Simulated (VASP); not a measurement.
Energy against volume of NaCl (rock salt). These are revPBE GGA, VASP's PBE PAW potentials (set 64) (plane waves; VASP) values and carry that method's errors.

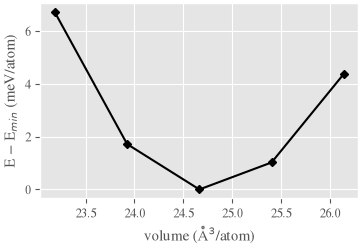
Energy against volume

Q: Estimate the equilibrium volume and the bulk modulus.

A: The minimum lies near 24.7 Å³/atom, and the curvature gives B0 of about 20 GPa.

The compound is NaCl in the rock salt structure. It was relaxed first, which changed the volume by +10 %.
